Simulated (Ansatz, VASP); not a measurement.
# Cross-check of NbTe2 between VASP and Ansatz

One calculation is typed for both programs; each brings its own data sets and cutoff. How far apart do they land?

Calculated with Ansatz 0.2.0; plane waves, with VASP 6.6.1 beside it; single point at LDA and band structure at LDA.

### Step 1. Starting point

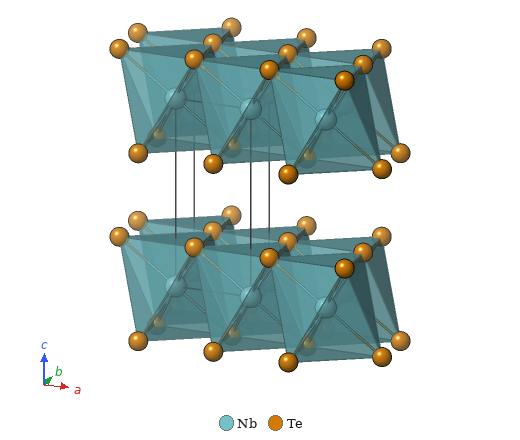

The starting structure, seen slightly off an axis (niobium teal, tellurium orange). 2×1×1 cells are drawn. Some periodic images of atoms are drawn too.

### Step 2. VASP: single point, LDA

With cell and atoms fixed, the geometry can't cause a difference; cores, projectors, grids and the points listed under the comparison can.

Lines of VASP's logs that name or quote its potential files are left out, and so is its time.

Input file INCAR:

```
SYSTEM = NbTe2
PREC = Accurate
ENCUT = 400
EDIFF = 1E-06
NELM = 100
ISMEAR = -1
SIGMA = 0.05
LREAL = .FALSE.
ALGO = Normal
GGA = CA
NBANDS = 18
LASPH = .TRUE.
LORBIT = 11
LWAVE = .FALSE.
LCHARG = .TRUE.
ISIF = 2
LELF = .TRUE.
LVHAR = .TRUE.
```

Input file POSCAR:

```
NbTe2
1.0
    3.7204640793      0.0000000000      0.0000000000
   -1.8602320397      3.2220164065      0.0000000000
    0.0000000000      0.0000000000      7.1482664684
Nb Te
1 2
Direct
    0.0000000000      0.0000000000      0.0000000000
    0.6666666700      0.3333333300      0.7456322300
    0.3333333300      0.6666666700      0.2543677700
```

Input file KPOINTS:

```
Automatic mesh
0
Gamma
7 7 3
0 0 0
```

Potentials, in the order of the species: Nb_sv and Te (LDA family, release 64).

Launch:

```bash
$ mpirun -np 4 vasp_std
```

Numbers of over 12 decimals in the logs are rounded to 6 here.

The log of the run:

```text
[banner, memory and clock lines left out]
running    4 mpi-ranks, on    1 nodes
 distrk:  each k-point on    4 cores,    1 groups
 distr:  one band on    1 cores,    4 groups

 POSCAR found type information on POSCAR NbTe
 POSCAR found :  2 types and       3 ions
 LDA part: xc-table for (Slater(with rela. corr.)+CA(PZ))
 , standard interpolation
|                                                                             |
|           W    W    AA    RRRRR   N    N  II  N    N   GGGG   !!!           |
|           W    W   A  A   R    R  NN   N  II  NN   N  G    G  !!!           |
|           W    W  A    A  R    R  N N  N  II  N N  N  G       !!!           |
|           W WW W  AAAAAA  RRRRR   N  N N  II  N  N N  G  GGG   !            |
|           WW  WW  A    A  R   R   N   NN  II  N   NN  G    G                |
|           W    W  A    A  R    R  N    N  II  N    N   GGGG   !!!           |
|                                                                             |
|     The number of bands has been changed from the values supplied in        |
|     The orbitals not found in the WAVECAR file will be initialized with     |
|     random numbers, which is usually adequate. For correlated               |
|     calculations, however, you should redo the groundstate calculation.     |
|     I found NBANDS = 18. Now, NBANDS = 20.                                  |
|                                                                             |

 POSCAR, INCAR and KPOINTS ok, starting setup
 FFT: planning ... GRIDC
 FFT: planning ... GRID_SOFT
 FFT: planning ... GRID
 WAVECAR not read
 entering main loop
       N       E                     dE             d eps       ncg     rms          rms(c)
DAV:   1     0.153700175830E+03    0.15370E+03   -0.96823E+03   832   0.889E+02
DAV:   2    -0.110498680981E+02   -0.16475E+03   -0.16105E+03  1132   0.297E+02
DAV:   3    -0.205553741986E+02   -0.95055E+01   -0.94113E+01  1308   0.576E+01
DAV:   4    -0.209360676996E+02   -0.38069E+00   -0.37841E+00  1184   0.115E+01
DAV:   5    -0.209505811939E+02   -0.14513E-01   -0.14500E-01  1220   0.219E+00    0.971E+00
DAV:   6    -0.203538947630E+02    0.59669E+00   -0.63863E+00  1200   0.139E+01    0.631E+00
DAV:   7    -0.201113275390E+02    0.24257E+00   -0.18954E+00  1120   0.698E+00    0.284E+00
DAV:   8    -0.200641483878E+02    0.47179E-01   -0.17369E-01  1228   0.278E+00    0.689E-01
DAV:   9    -0.200628230903E+02    0.13253E-02   -0.10952E-02  1000   0.616E-01    0.388E-01
DAV:  10    -0.200625625669E+02    0.26052E-03   -0.11470E-03  1232   0.262E-01    0.133E-01
DAV:  11    -0.200625178764E+02    0.44691E-04   -0.29994E-04  1088   0.128E-01    0.499E-02
DAV:  12    -0.200625182303E+02   -0.35390E-06   -0.31011E-05   948   0.360E-02    0.167E-02
DAV:  13    -0.200625181681E+02    0.62163E-07   -0.36542E-06   924   0.111E-02
   1 F= -.20062518E+02 E0= -.20051664E+02  d E =-.217081E-01
```

From OUTCAR (step 2):

```text
ion  position               nearest neighbor table
   1  0.000  0.000  0.000-   2 2.81   3 2.81   3 2.81   2 2.81   2 2.81   3 2.81
   2  0.667  0.333  0.746-   1 2.81   1 2.81   1 2.81
   3  0.333  0.667  0.254-   1 2.81   1 2.81   1 2.81

  LATTYP: Found a hexagonal cell.
 ALAT       =     3.7204640793
 C/A-ratio  =     1.9213373160

 Subroutine GETGRP returns: Found 12 space group operations
 (whereof 12 operations were pure point group operations)

The static configuration has the point symmetry D_3d.

 Found     20 irreducible k-points:

   k-points           NKPTS =     20   k-points in BZ     NKDIM =     20   number of bands    NBANDS=     20

   dimension x,y,z NGX =    24 NGY =   24 NGZ =   48
   dimension x,y,z NGXF=    48 NGYF=   48 NGZF=   96

   ENCUT  =  400.0 eV  29.40 Ry    5.42 a.u.   6.07  6.07 11.66*2*pi/ulx,y,z

   NELECT =      25.0000    total number of electrons

 k-points in reciprocal lattice and weights: Automatic mesh
   0.00000000  0.00000000  0.00000000       0.007
   0.14285714 -0.00000000  0.00000000       0.041
   0.28571429  0.00000000  0.00000000       0.041
   0.42857143 -0.00000000  0.00000000       0.041
   0.14285714  0.14285714  0.00000000       0.041
   0.28571429  0.14285714  0.00000000       0.082
   0.42857143  0.14285714  0.00000000       0.041
   0.28571429  0.28571429  0.00000000       0.041
   0.00000000  0.00000000  0.33333333       0.014
[...]
0.42857143  0.14285714  0.33333333       0.082
   0.28571429  0.28571429  0.33333333       0.082

 average (electrostatic) potential at core
       1 -82.1226       2 -88.1715       3 -88.1715

 E-fermi :   6.9156

 k-point     1 :       0.0000    0.0000    0.0000
  band No.  band energies     occupation
    ...
      9       4.7117      2.00000
     10       6.2554      2.00000
     11       6.4374      1.99986
     12       6.8899      1.25157
     13       6.8899      1.25157
     14       7.8456      0.00000
     15       7.8456      0.00000
     16      10.3828      0.00000
     17      10.3828      0.00000
     18      11.9593      0.00000
    ...

 k-point     2 :       0.1429   -0.0000    0.0000
  band No.  band energies     occupation
    ...
      9       4.7900      2.00000
     10       5.5727      2.00000
     11       6.3633      1.99997
     12       6.3949      1.99994
     13       6.5347      1.99902
     14       7.6487      0.00000
     15       8.1778      0.00000
     16       9.7067      0.00000
     17      10.2590      0.00000
     18      12.8085      0.00000
    ...

 k-point     3 :       0.2857    0.0000    0.0000
  band No.  band energies     occupation
    ...
      9       3.5542      2.00000
     10       4.7548      2.00000
     11       5.5272      2.00000
     12       5.9879      2.00000
     13       6.3034      1.99999
     14       7.9203      0.00000
     15       8.2032      0.00000
     16      10.1822      0.00000
     17      10.3967      0.00000
     18      12.5141      0.00000
    ...

  Total       -2.9978153     -2.9978153     -2.3516227      0.0000000      0.0000000      0.0000000
  in kB      -56.0518378    -56.0518378    -43.9696116      0.0000000      0.0000000      0.0000000
  external PRESSURE =     -52.0244291 kB  Pullay stress =       0.0000000 kB

  energy-cutoff  :      400.00
  volume of cell :       85.69
      direct lattice vectors                 reciprocal lattice vectors
     3.720464079  0.000000000  0.000000000     0.268783673  0.155182326  0.000000000
    -1.860232040  3.222016406  0.000000000     0.000000000  0.310364652  0.000000000
     0.000000000  0.000000000  7.148266468     0.000000000  0.000000000  0.139894057

 POSITION                                       TOTAL-FORCE (eV/Angst)
 -----------------------------------------------------------------------------------
      0.00000      0.00000      0.00000         0.000000      0.000000      0.000000
      1.86023      1.07401      5.32998        -0.000000      0.000000      0.272869
     -0.00000      2.14801      1.81829         0.000000     -0.000000     -0.272869
 -----------------------------------------------------------------------------------
    total drift:                                0.000000      0.000000      0.000000

  FREE ENERGIE OF THE ION-ELECTRON SYSTEM (eV)
  ---------------------------------------------------
  free  energy   TOTEN  =       -20.0625181681 eV

  energy  without entropy=      -20.0408100470  energy(sigma->0) =      -20.05166411

 total charge
# of ion       s       p       d       tot
------------------------------------------
    1        2.148   5.995   2.437  10.580
    2        1.389   1.979   0.051   3.419
    3        1.389   1.979   0.051   3.419
--------------------------------------------------
tot          4.927   9.952   2.540  17.418

[... 3 further parts left out ...]
```

The run ends at a pressure of -5.20 GPa, with forces up to 0.27 eV/Å.

### Step 3. Ansatz: single point, LDA

Ansatz runs on its default PAW (the set named soft_2) files.

The same cell, functional (in two slightly different forms), mesh and smearing now go to Ansatz, which takes its cutoff from its data sets.

Input file input.yaml:

```yaml
crystal:
  lattice:
    - [3.7204640793, 0.0, 0.0]
    - [-1.8602320397, 3.2220164065, 0.0]
    - [0.0, 0.0, 7.1482664684]
  atoms:
    - { symbol: Nb, position: [0.0, 0.0, 0.0] }
    - { symbol: Te, position: [0.66666667, 0.33333333, 0.74563223] }
    - { symbol: Te, position: [0.33333333, 0.66666667, 0.25436777] }
hamiltonian:
  xc: lda
  pseudopotentials: { kind: paw }
kpoints:
  mp_grid: { grid: [7, 7, 3] }
scf:
  occupations: { method: fermi_dirac, width: 0.05 }
  n_extra_bands: 4
output:
  forces: true
  stress: true
  eigenvalues: true
```

Launch:

```bash
$ ansatz run input.yaml --threads 2 --pin off --max-ram 4608MiB --backend cpu --events-out ev --progress --plain --runs-dir out
```

The log of the run:

```text
scf.n_extra_bands = 4 over 23 filled bands (N_el = 45.0): the run solves 27 bands
Engine: ansatz 0.2.0, x86_64-unknown-linux-gnu
Pseudopotentials: kind: paw
Pseudopotential: Nb, paw, valence charge 13, recommended cutoff 420 eV (normal), Nb.paw.azcp
Pseudopotential: Te, paw, valence charge 16, recommended cutoff 420 eV (normal), Te.paw.azcp
Functional definition: SPW92
  exchange = slater_x
  correlation = pw_c
Crystal: 3 atoms, lattice volume = 85.689 Å³
Basis set: ecut = 420 eV, 1703 PW (Γ)
Bands: 27, of which v1, the nominal top of the filled ones, is band 23 counted from 1 (22 counted from 0)
Symmetry: 12 space group operations
Space group: P-3m1 (ITA 164), of the structure as read, at distance tolerance 4.4e-5 Å
k-points: 20 of 147
Non-local potential: Nb, projectors of the file, l = 0: 3, l = 1: 2, l = 2: 2, l = 3: 1
Non-local potential: Te, projectors of the file, l = 0: 2, l = 1: 2, l = 2: 2, l = 3: 2
PAW form: soft (Blöchl's): semilocal exchange-correlation on the pseudo side does not see the compensation charge
PAW frozen core: Nb, regenerated for the run's functional, and the local potential with it (the file was generated under x = pbe(κ = 0.804, μ = 0.219515), c = pbe(β = 0.066725))
PAW frozen core: Te, regenerated for the run's functional, and the local potential with it (the file was generated under x = pbe(κ = 0.804, μ = 0.219515), c = pbe(β = 0.066725))
PAW one-centre angular grid: Nb, 590 points (default); XC on 64 Gauss nodes
PAW one-centre angular grid: Te, 590 points (default); XC on 64 Gauss nodes
Initial density: superposition of atomic densities (neutral atoms: chi_scale 0, normalization atom), corrected by the library's trained network
Initial wavefunctions: pseudopotential atomic-orbital guess
Functional: x = slater, c = lda
SCF iter   1: F=—  HF=-18098.191000 eV  |F-HF|=—  |Δ(HF+E_count)|=         —  Δρ=5.31e-3  dr2=1.00e-2  ethr=1.77e-3  ⟨swp⟩=6.2  Hψ=2458  notcnv=0
preconditioner: auto → LDOS  [metal: Δε(μ)=0.058 eV  Ē_g=6.621 eV  σ=0.050 eV  W_gap=0.28  n_scr=22 (ndim 8)  ℏωp=16.5 eV  f_vac=0.034  D(μ)=2.79/eV (n_scr^D=22)  β→1.0]
SCF iter   2: F=—  HF=-18098.187461 eV  |F-HF|=—  |Δ(HF+E_count)|=   3.54e-3  Δρ=1.30e-3  dr2=1.28e-3  ethr=2.23e-5  ⟨swp⟩=2.0  Hψ=1192  notcnv=0
SCF iter   3: F=—  HF=-18098.187054 eV  |F-HF|=—  |Δ(HF+E_count)|=   4.07e-4  Δρ=5.02e-4  dr2=3.36e-4  ethr=2.84e-6  ⟨swp⟩=2.0  Hψ=969  notcnv=0
SCF iter   4: F=—  HF=-18098.186978 eV  |F-HF|=—  |Δ(HF+E_count)|=   7.65e-5  Δρ=1.57e-4  dr2=2.45e-5  ethr=7.46e-7  ⟨swp⟩=2.0  Hψ=966  notcnv=0
SCF iter   5: F=—  HF=-18098.186972 eV  |F-HF|=—  |Δ(HF+E_count)|=   5.47e-6  Δρ=4.45e-5  dr2=1.39e-6  ethr=5.44e-8  ⟨swp⟩=2.0  Hψ=973  notcnv=0
SCF iter   6: F=—  HF=-18098.186972 eV  |F-HF|=—  |Δ(HF+E_count)|=   3.30e-7  Δρ=1.34e-5  dr2=1.82e-7  ethr=3.10e-9  ⟨swp⟩=2.0  Hψ=962  notcnv=0
SCF iter   7: F=-18098.186972 eV  HF=-18098.186972 eV  |F-HF|=3.78e-10  |Δ(HF+E_count)|=   2.01e-8  Δρ=2.08e-6  dr2=2.92e-9  ethr=2.22e-10  ⟨swp⟩=5.6  Hψ=2080  notcnv=0
SCF 1 converged in 7 iterations: F = -18098.186972 eV  dr2 = 2.92e-9
  greatest PAW one-centre occupation: 0.999 electrons in one spin orbital (limit 2), on the Te atom at site 2 (counted from 0), in its partial waves of l = 2
SCF converged after 7 iterations
Free energy (F): -18098.186972 eV
Harris-Foulkes:  -18098.186972 eV  (|F-HF|=3.78e-10)
Internal energy: -18098.165110 eV  (E = F + TS)
E sigma→0 (E₀):  -18098.176041 eV
Entropy (-TS):   -0.021862 eV (-7.287 meV/atom)
Fermi energy:    10.381934 eV
--- Per-component energies (eV) ---
  E_band       = -643.667459
  E_kinetic    = 755.696594
  E_local      = -3726.772929  (includes V_loc(G=0)·N_el)
  E_nonlocal   = -484.581928
  E_hartree    = 2054.872246
  E_xc         = -421.020022
  E_vxc        = -420.946936  (∫ρ·V_xc dr)
  E_paw        = -11985.801220  (= ΣΔE_a)
  E_vpaw       = -876.804609  (= ΣTr[D̂ρ^β])
  E_aug_tail   = -0.000357  (compensation charges beyond the density's cutoff)
  E_ewald      = -4292.340511
  E_core_change = 1.783017  (= ΣΔE_core)
  E_smearing   = -0.021862  (= −TS)
  E_closure    = 0.000000  (closes the sum)
  Σ components = -18098.186972   (vs F -18098.186972, Δ=0.00e0)
--- Forces (eV/Å), atoms counted from 1 ---
  atom   1  Nb     0.00000000    -0.00000000     0.00000000
  atom   2  Te     0.00000000     0.00000000     0.29603162
  atom   3  Te    -0.00000000    -0.00000000    -0.29603162
  max |Σ_I F_I| component: 1.16e-18 eV/Å
--- Stress (GPa, compression-positive) ---
       -5.515722       0.000000      -0.000000
       -0.000000      -5.515722      -0.000000
       -0.000000      -0.000000      -4.360015
  P = ⅓ Tr σ = -5.1305 GPa (-51.305 kbar)
--- Band table (eV; the first three rows and the last of 20) ---
  k-point 0: bands = [... 19 lower, 9.7092, 9.9069, 10.3629, 10.3629, 11.2994, 11.2994, 13.8375, 13.8375]
  k-point 1: bands = [... 19 lower, 8.2016, 10.3590, 10.3590, 10.7021, 11.1904, 11.1904, 14.0324, 14.0324]
  k-point 2: bands = [... 19 lower, 9.0341, 9.8326, 9.8483, 10.0000, 11.1089, 11.6359, 13.1708, 13.7173]
  k-point 19: bands = [... 19 lower, 7.3553, 7.8186, 7.9773, 10.9877, 11.1528, 11.8280, 12.9645, 14.0270]
```

It took 1.2 s on 2 threads of Intel Xeon Platinum 8488C (Sapphire Rapids), shared host; peak memory 0.43 GiB; 2.1 s of CPU time.

The run ends at a pressure of -5.13 GPa, with forces up to 0.30 eV/Å.

### Step 4. Comparison

Known differences besides the PAW data sets themselves: the two LDA forms differ slightly; the data sets hold 45 valence electrons in Ansatz (default PAW (the set named soft_2) files) and 25 in VASP; the cutoff is 420 eV in Ansatz and 400 eV in VASP; Ansatz makes its cores anew for this functional, VASP keeps those of its LDA data sets. Total energies have different zeros and are not compared.

The two programs side by side:

| quantity | Ansatz | VASP | difference |
| --- | --- | --- | --- |
| pressure (GPa) | -5.13 | -5.20 | +0.07 |

Forces (eV/Å; atoms numbered as in POSCAR):

| atom | Ansatz x, y, z | VASP x, y, z |
| --- | --- | --- |
| Nb1 | 0.000, 0.000, 0.000 | 0.000, 0.000, 0.000 |
| Te2 | 0.000, 0.000, 0.296 | 0.000, 0.000, 0.273 |
| Te3 | 0.000, 0.000, -0.296 | 0.000, 0.000, -0.273 |

The forces differ by 11 meV/Å r.m.s., which is 8.5 % of the r.m.s. force of 0.13 eV/Å (both taken over all components). Ansatz's pressure holds a Pulay correction of 0.03 GPa; VASP's holds none.

### Step 5. Looking for the cause

An all-electron run, which needs no data sets, serves as referee.

| run | r.m.s. force difference (meV/Å) |
| --- | --- |
| as above | 11 |
| Ansatz's all-electron LAPW method | 10 |

[end of part 1 of 2]

[Lines on the potential files, build, host, timing and source positions are cut from VASP's logs without a mark.]

[Logs are printed without paths, hosts, clocks, repeated set-up lines and the standing remarks that a program may print on its own settings, such as how far it seeks lower states.]

[Hosts, paths, dates, database ids (printed as entryN), source tags and the programs' standing remarks are cut or masked in the printed files.]
